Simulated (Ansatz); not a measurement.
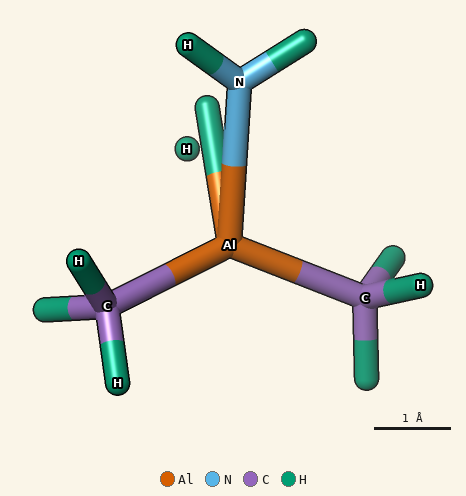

*The structure as given in the input (stick view, seen at a tilt). Sticks mark near contacts.*

Bond lengths as drawn: Al–C 1.98 Å, Al–H 1.96 Å, Al–N 2.24 Å, C–H 1.09 to 1.10 Å and H–N 1.01 Å.

# C$_{2}$H$_{10}$AlN: geometry relaxation (part 1 of 2)

C$_{2}$H$_{10}$AlN, computed with RKS PBE-D4/6-31G* (Ansatz 0.2.0).

The input holds or restrains some coordinates. It belongs to a series of runs on one base structure; here: pulled along the bonds that form and break, towards end B.

**The program's output**
```
The last accepted step is kept in [file] (removed where the run ends without a failure and the disk answers)
Engine: ansatz 0.2.0, x86_64-unknown-linux-gnu
Functional definition: PBE
  parameter kappa = 0.804
  parameter beta = 0.06672455060314922
  exchange = pbe_x(kappa = kappa, mu = beta*pi^2/3)
  correlation = pbe_c(beta = beta)
1174 factors; their error is unknown
mean field evaluation 1: about -10294.7894 eV, gradient 9.2e1 eV
mean field evaluation 2: about -10255.4325 eV, gradient 1.4e2 eV
mean field evaluation 4: about -10313.5173 eV, gradient 1.1e1 eV
mean field evaluation 8: about -10313.8148 eV, gradient 3.2e-1 eV
mean field evaluation 16: about -10313.7632 eV, gradient 5.8e-4 eV
mean field -10313.76317287 eV, -379.0238056831 hartree, gradient 9.8e-6 eV, S^2 0.000000; 0 other end points of the search recorded, 0 dependent functions left out
the calculation of the forces begins
reference -10313.76321082 eV, -379.0238070777 hartree; 21, 21 occupied and 63, 63 virtual orbitals, 1174 factors
relax step   1: F+E_penalty+E_count = -10313.99359489 eV  Δ(F+E_penalty+E_count) = +0.000e0 eV  max|allowed force component| = 2.079e0 eV/Å  E_restraint = 32.67824342 eV  max|allowed force component, restraints' pulls added| = 3.643e1 eV/Å  Δτ_max = 0.0000 Å  (27 SCF iters, accepted)
  distance Al 0 - H 5 = 2.0033 Å
  distance H 4 - N 1 = 1.3468 Å
  distance Al 0 - N 1 = 2.2369 Å
  distance H 4 - H 5 = 0.9863 Å
these checks for a lower state are left out or cut short: starts, cluster_reference, orbital_swaps, neighbouring_geometries, increment
1174 factors; their error is unknown
mean field -10313.86668227 eV, -379.0276095836 hartree, gradient 5.8e-6 eV, S^2 0.000000; 0 other end points of the search recorded, 0 dependent functions left out
[... from here on the field's lines of each further geometry are left out, up to the last ...]
relax step   2: F+E_penalty+E_count = -10314.08501825 eV  Δ(F+E_penalty+E_count) = -9.142e-2 eV  max|allowed force component| = 5.275e0 eV/Å  E_restraint = 15.75356695 eV  max|allowed force component, restraints' pulls added| = 2.470e1 eV/Å  Δτ_max = 0.1950 Å  (32 SCF iters, accepted)
relax step   3: F+E_penalty+E_count = -10314.29511644 eV  Δ(F+E_penalty+E_count) = -2.101e-1 eV  max|allowed force component| = 4.094e0 eV/Å  E_restraint = 5.40163918 eV  max|allowed force component, restraints' pulls added| = 1.185e1 eV/Å  Δτ_max = 0.1946 Å  (27 SCF iters, accepted)
relax step   4: F+E_penalty+E_count = -10314.11012734 eV  Δ(F+E_penalty+E_count) = +1.850e-1 eV  max|allowed force component| = 1.935e0 eV/Å  E_restraint = 0.55574073 eV  max|allowed force component, restraints' pulls added| = 3.943e0 eV/Å  Δτ_max = 0.1948 Å  (27 SCF iters, accepted)
relax step   5: F+E_penalty+E_count = -10314.27329891 eV  Δ(F+E_penalty+E_count) = -1.632e-1 eV  max|allowed force component| = 1.019e0 eV/Å  E_restraint = 0.05166831 eV  max|allowed force component, restraints' pulls added| = 1.103e0 eV/Å  Δτ_max = 0.1949 Å  (27 SCF iters, accepted)
relax step   6: F+E_penalty+E_count = -10314.43698010 eV  Δ(F+E_penalty+E_count) = -1.637e-1 eV  max|allowed force component| = 9.925e-1 eV/Å  E_restraint = 0.02248833 eV  max|allowed force component, restraints' pulls added| = 5.218e-1 eV/Å  Δτ_max = 0.1732 Å  (33 SCF iters, accepted)
relax step   7: F+E_penalty+E_count = -10314.46723806 eV  Δ(F+E_penalty+E_count) = -3.026e-2 eV  max|allowed force component| = 8.774e-1 eV/Å  E_restraint = 0.01979522 eV  max|allowed force component, restraints' pulls added| = 3.596e-1 eV/Å  Δτ_max = 0.0770 Å  (28 SCF iters, accepted)
relax step   8: F+E_penalty+E_count = -10314.47946722 eV  Δ(F+E_penalty+E_count) = -1.223e-2 eV  max|allowed force component| = 8.788e-1 eV/Å  E_restraint = 0.01900451 eV  max|allowed force component, restraints' pulls added| = 2.181e-1 eV/Å  Δτ_max = 0.0770 Å  (28 SCF iters, accepted)
the calculation of the forces begins
reference -10314.28488071 eV, -379.0429780926 hartree; 21, 21 occupied and 63, 63 virtual orbitals, 1174 factors
relax step   9: F+E_penalty+E_count = -10314.48453762 eV  Δ(F+E_penalty+E_count) = -5.070e-3 eV  max|allowed force component| = 8.806e-1 eV/Å  E_restraint = 0.01787310 eV  max|allowed force component, restraints' pulls added| = 2.286e-2 eV/Å  Δτ_max = 0.0479 Å  (27 SCF iters, accepted)
  distance Al 0 - H 5 = 1.5513 Å
  distance H 4 - N 1 = 1.0268 Å
  distance Al 0 - N 1 = 3.2111 Å
  distance H 4 - H 5 = 1.9292 Å
1174 factors; their error is unknown
mean field evaluation 96: about -10314.2848 eV, gradient 3.6e-5 eV
```

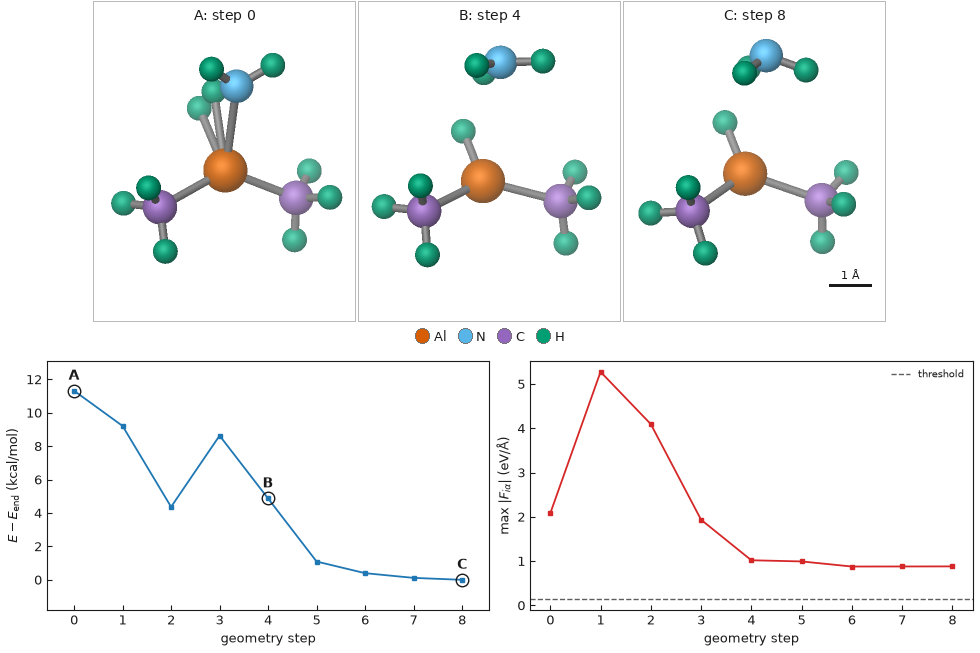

*Frames of the restrained relaxation (ball-and-stick view, seen at a tilt) above the curves, on which the letters mark them (the first geometry is step 0 here and step 1 in the log).*

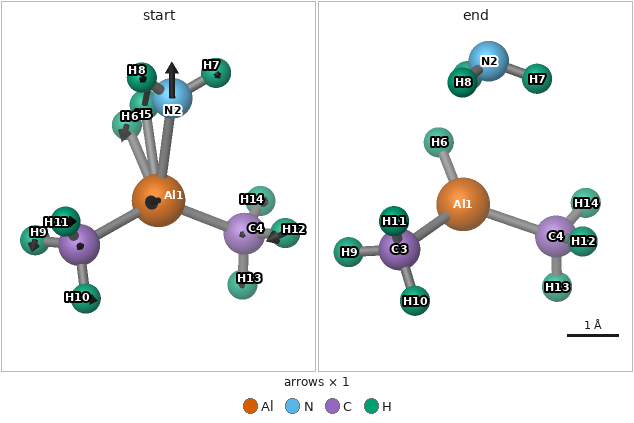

*Before (left) and after (right) the restrained relaxation, at one scale (ball-and-stick view, seen at a tilt). The black arrows give the displacements, at true length.*

The largest move after the best rigid fit is that of N2, 0.74 Å. Largest moves by element: N 0.74 Å, H 0.67 Å, Al 0.57 Å, C 0.14 Å. Among the contacts that change: Al1–N2 2.237 → 3.211 Å, Al1–H5 1.958 → 2.607 Å, Al1–H6 2.003 → 1.551 Å, N2–H5 1.347 → 1.027 Å. New bonds form: Al1–H6 (2.00 → 1.55 Å), N2–H5 (1.35 → 1.03 Å). Bonds break: Al1–N2 (2.24 → 3.21 Å). Among the angles that change: C4–Al1–H6 107.8° → 119.3°, C3–Al1–C4 133.7° → 122.3°, C3–Al1–H6 108.6° → 118.5°. After 8 geometry steps the energy has fallen by 11.3 kcal/mol. Largest force component: 2.1 eV/Å at the start, 0.88 eV/Å at the end. (Atoms are counted from 1 in the order of the input.)

```
mean field -10314.28483972 eV, -379.0429765863 hartree, gradient 1.5e-5 eV, S^2 0.000000; 1 other end points of the search recorded, 0 dependent functions left out
the calculation of the forces begins
reference -10314.28488071 eV, -379.0429780926 hartree; 21, 21 occupied and 63, 63 virtual orbitals, 1174 factors
Total energy: -10314.48457861 eV, -379.0503168551 hartree
Atom 0 at    -0.756875    -0.021728     0.211404 Å, force     0.209545     0.244301    -0.791657 eV/Å
Atom 1 at     2.185365    -0.529022     1.393463 Å, force    -0.043577     0.065622    -0.181570 eV/Å
Atom 2 at    -0.954634    -1.393609    -1.194707 Å, force    -0.000147    -0.018612    -0.005054 eV/Å
Atom 3 at    -0.674056     1.907738    -0.201540 Å, force     0.004235     0.005904     0.014347 eV/Å
Atom 4 at     1.238985    -0.598374     1.785816 Å, force     0.074239    -0.034845     0.097561 eV/Å
Atom 5 at    -0.684439    -0.484195     1.690435 Å, force    -0.229123    -0.263375     0.880559 eV/Å
Atom 6 at     2.329077     0.428622     1.057151 Å, force    -0.002708     0.005552     0.005578 eV/Å
Atom 7 at     2.254276    -1.165461     0.593059 Å, force    -0.005909    -0.008413    -0.002655 eV/Å
Atom 8 at    -1.651015    -2.194114    -0.886360 Å, force    -0.006346    -0.003754    -0.008636 eV/Å
Atom 9 at    -1.311338    -0.982413    -2.154822 Å, force     0.000778     0.005498     0.001370 eV/Å
Atom 10 at     0.012850    -1.890647    -1.400116 Å, force     0.001447    -0.003187    -0.004132 eV/Å
Atom 11 at     0.110138     2.134099    -0.947373 Å, force    -0.001821    -0.008534    -0.010313 eV/Å
Atom 12 at    -1.623859     2.267913    -0.640149 Å, force    -0.004428    -0.009013     0.000787 eV/Å
Atom 13 at    -0.474575     2.521089     0.693539 Å, force     0.003817     0.022856     0.003813 eV/Å
Dipole moment:    -0.125702     0.095519    -0.308082 e Å
```

**Trajectory as extended XYZ (Å, eV, eV/Å), 9 frames, from step=1 to step=9**
```
14
Properties=species:S:1:pos:R:3:forces:R:3 step=1 energy=-10313.99359
Al   -0.2741    0.0405   -0.0772    1.3216  -0.4177   1.1040
N     1.7253   -0.3751    0.8357   -2.0795   0.3812  -0.5422
C    -0.8585   -1.4986   -1.1856    0.0930   0.2567   0.1929
C    -0.5965    1.9964   -0.1704    0.0591  -0.3444   0.0943
H     0.6124   -0.4967    1.5844    1.3635  -0.1331  -0.0302
H    -0.3372   -0.4987    1.8511   -1.0745   0.2404  -0.5801
H     2.3609    0.3390    1.1635    0.2469   0.5694   0.1218
H     2.2464   -1.2323    0.7152    0.1474  -0.5922  -0.2024
H    -1.5534   -2.1426   -0.6359   -0.2145  -0.1217   0.2202
H    -1.3568   -1.2227   -2.1202   -0.1385   0.2034  -0.2484
H    -0.0072   -2.1324   -1.4572    0.3079  -0.1180  -0.0418
H     0.2020    2.5332   -0.6932    0.3043   0.0456  -0.2044
H    -1.5341    2.2822   -0.6556   -0.3308  -0.0380  -0.1717
H    -0.6293    2.4077    0.8452   -0.0059   0.0683   0.2880
14
Properties=species:S:1:pos:R:3:forces:R:3 step=2 energy=-10314.08502
Al   -0.4380    0.0423   -0.0386    1.1515  -0.5468   1.5392
N     1.8226   -0.4054    0.9174   -5.2749   0.4807   0.0055
C    -0.8621   -1.4998   -1.1859   -0.0417   0.1506  -0.0629
C    -0.5999    1.9982   -0.1695    0.0567  -0.0632  -0.0422
H     0.7987   -0.4952    1.5267    2.6046  -0.0970  -0.5410
H    -0.4986   -0.4662    1.7799   -0.4654   0.3320  -1.1078
H     2.3874    0.3525    1.1727    1.2760   1.3479   0.6120
H     2.2703   -1.2522    0.7150    1.0284  -1.6442  -0.2263
H    -1.5558   -2.1446   -0.6349   -0.2301  -0.1874   0.1476
H    -1.3581   -1.2212   -2.1224   -0.1316   0.0917  -0.2639
H    -0.0045   -2.1318   -1.4564    0.2351   0.0461   0.0406
H     0.2045    2.5316   -0.6947    0.1759  -0.1040  -0.1770
H    -1.5371    2.2832   -0.6571   -0.3355   0.1356  -0.1638
H    -0.6296    2.4087    0.8476   -0.0490   0.0579   0.2399
14
Properties=species:S:1:pos:R:3:forces:R:3 step=3 energy=-10314.29512
Al   -0.6096    0.0439    0.0018    1.4204  -0.4966   1.2810
N     1.9008   -0.4321    0.9926   -4.0942   0.3956  -0.1609
C    -0.8655   -1.4992   -1.1879   -0.2458   0.1307  -0.1098
C    -0.6019    1.9996   -0.1704   -0.1297   0.0109  -0.0564
H     0.9924   -0.5075    1.5142    1.1579  -0.1781   0.1618
H    -0.6337   -0.4271    1.6776   -0.4793   0.2401  -0.8000
H     2.4115    0.3740    1.1826    1.5272   1.3998   0.3995
H     2.2903   -1.2787    0.7114    1.2611  -1.5818  -0.4346
H    -1.5582   -2.1471   -0.6345   -0.2243  -0.2601   0.0231
H    -1.3598   -1.2213   -2.1263   -0.1396  -0.0066  -0.2871
H    -0.0019   -2.1293   -1.4550    0.1978   0.2074   0.1325
H     0.2063    2.5288   -0.6972    0.1210  -0.2464  -0.1764
H    -1.5405    2.2868   -0.6587   -0.2983   0.3153  -0.1401
H    -0.6305    2.4092    0.8495   -0.0743   0.0698   0.1676
```
